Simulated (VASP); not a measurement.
Band structure of TaC (rock salt). Calculation: optB88-vdW, VASP's PBE PAW potentials (set 64) (plane waves; VASP).

Unless said otherwise, spin-orbit coupling is left out, though it shifts the bands of the heavy elements here.

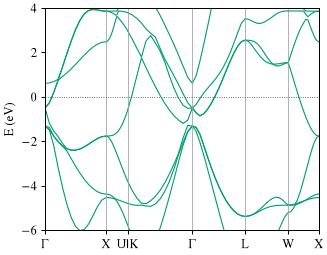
Figure. Bands along high-symmetry lines, zero at the valence-band maximum or, without a gap, the Fermi level

Read the plot: is there a gap, and where are the band edges?

It has no gap at this level: it comes out as a metal or semimetal. (Edges off the drawn lines would not show.)

The compound is TaC in the rock salt structure. It was relaxed first. The electron count is odd and the run is not spin-polarised, which forces a metal.
